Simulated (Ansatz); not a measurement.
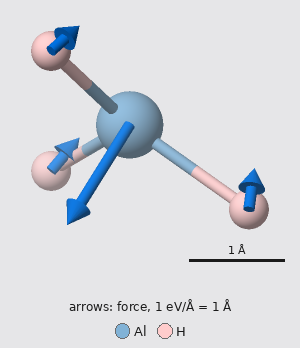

Starting geometry of AlH$_{3}$ with the computed forces as blue arrows. A ball-and-stick model, seen from a free direction.

It is one of the separated reactants of a reaction.

Computed with RKS PBE0-D4/def2-TZVP (Ansatz). Settings: force threshold 0.005 eV/Å; at most 200 steps.

### What follows when this structure is relaxed?

It isn't relaxed: the largest force vector, on the Al atom, is 1.36 eV/Å. The atoms end up moving mostly along the starting forces (cosine between the two patterns 0.98). The energy falls by 3.99 kcal/mol in 3 geometry steps. Largest force component: 1.1 eV/Å at the start, 0.00039 eV/Å at the end. The atom that moves furthest after the best rigid fit is the Al atom (0.20 Å). Largest moves by element: Al 0.20 Å, H 0.07 Å. Among the contacts that change: Al–H 1.608 → 1.586 Å. Among the angles between lasting bonds that change: H–Al–H 116.5° → 120.0°, H–Al–H 117.9° → 120.0°. The run took 0.9 s on 2 threads of Intel Xeon 6975P-C, on a shared host.
